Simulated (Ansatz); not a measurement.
# SiN2H8 (built from SMILES N.N[SiH3]): search for a transition state

Aim: find the saddle point of a four-centre ligand exchange that is to form Si1–N7, H2–H6 and break Si1–H2, H6–N7, prove it by its vibrations, and relax downhill on both sides to see what it joins.

Method: PBE0-D4, def2-SVP first, then def2-TZVP; program: Ansatz 0.2.0, Gaussian basis.

152 further runs of the same task are left out: 152 set aside as unsound or not needed.

## 1. The starting structure

The guess: 11 atoms, charge 0, spin multiplicity 1.

Atoms are counted from 1 here; the program's logs count them from 0.

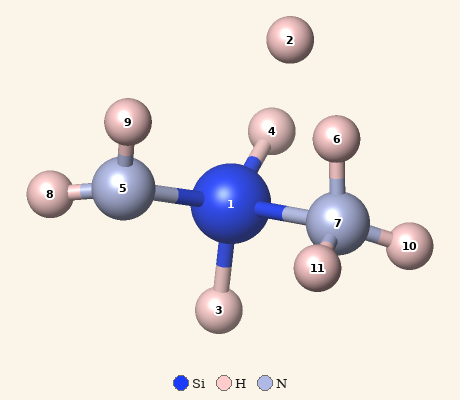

The starting geometry (silicon blue, hydrogen pink, nitrogen light blue); atoms are numbered from 1 in the order of the file.

Geometry (Å):

```mol
H8N2Si
  3D, bonds by distance, orders not assigned

 11  9  0  0  0  0  0  0  0  0999 V2000
   -0.5912   -0.5781    0.1129 Si  0  0
   -0.2575    1.8981    0.6035 H   0  0
   -0.6731   -1.9095   -0.4991 H   0  0
   -1.9183   -0.0398    0.3134 H   0  0
    0.6957   -0.6890    1.2332 N   0  0
    0.1214    1.3319   -0.6155 H   0  0
    0.1954    0.4306   -1.2276 N   0  0
    0.6336   -1.3768    1.9670 H   0  0
    0.9478    0.2096    1.6258 H   0  0
   -0.3179    0.5196   -2.0955 H   0  0
    1.1642    0.2033   -1.4180 H   0  0
  1  3  8  0
  1  4  8  0
  1  5  8  0
  1  7  8  0
  5  8  8  0
  5  9  8  0
  6  7  8  0
  7 10  8  0
  7 11  8  0
M  END
```

Distances that are to change: Si1–N7 1.85 Å, H2–H6 1.40 Å, Si1–H2 2.55 Å, H6–N7 1.09 Å.

## 2. Constrained relaxation of the guess

Input file hold/in.yaml:

```yaml
crystal:
  periodic: [false, false, false]
  atoms:
    - {symbol: Si, position_ang: [-0.591200, -0.578100, 0.112900]}
    - {symbol: H, position_ang: [-0.257500, 1.898100, 0.603500]}
    - {symbol: H, position_ang: [-0.673100, -1.909500, -0.499100]}
    - {symbol: H, position_ang: [-1.918300, -0.039800, 0.313400]}
    - {symbol: N, position_ang: [0.695700, -0.689000, 1.233200]}
    - {symbol: H, position_ang: [0.121400, 1.331900, -0.615500]}
    - {symbol: N, position_ang: [0.195400, 0.430600, -1.227600]}
    - {symbol: H, position_ang: [0.633600, -1.376800, 1.967000]}
    - {symbol: H, position_ang: [0.947800, 0.209600, 1.625800]}
    - {symbol: H, position_ang: [-0.317900, 0.519600, -2.095500]}
    - {symbol: H, position_ang: [1.164200, 0.203300, -1.418000]}
basis:
  gaussian: {orbitals: def2-SVP}
hamiltonian: {xc: pbe0, dispersion: d4}
relax: {f_tol: 0.04, max_steps: 150, escape_saddle: false, constraints: [{distance: [0, 6]}, {distance: [1, 5]}, {distance: [0, 1]}, {distance: [5, 6]}]}
```

Command:

```bash
$ ansatz run in.yaml --threads 4 --pin off --events-out ev --progress --plain --max-ram 9574MiB
```

After this run come: Force constants to start from; Saddle search in the small basis; Saddle search in triple zeta; Checking the order of the point; Relaxing after a step of 0.30 Å one way along the mode; Relaxing after a step of 0.30 Å the other way along the mode.

**Question.** What will these runs give? Wanted: imaginary mode; barrier from the start side; barrier from the end side; energy of the step; pairs that change; zero-point energy at the saddle.

**Answer**, as computed:

| quantity | value |
| --- | --- |
| imaginary mode | 1334i cm⁻¹ |
| barrier from the start side | 33.6 kcal/mol |
| barrier from the end side | 41.5 kcal/mol |
| energy of the step | -7.8 kcal/mol |
| pairs that change | Si1–N7 formed, H2–H6 formed, Si1–H2 broken, H6–N7 broken |
| zero-point energy at the saddle | 2.297 eV |

In words: One imaginary mode, 1334i cm⁻¹, makes this a first-order saddle. The two relaxations end on the structures that were planned. At PBE0-D4/def2-TZVP the electronic barrier is 33.6 kcal/mol, about 57 kT at 298 K, and the step runs 7.8 kcal/mol downhill. The barrier is thin enough for tunnelling; the leading (Wigner) term alone is a factor of 2.7 at 298 K. The ends are the nearest minima, not always the lowest complexes.
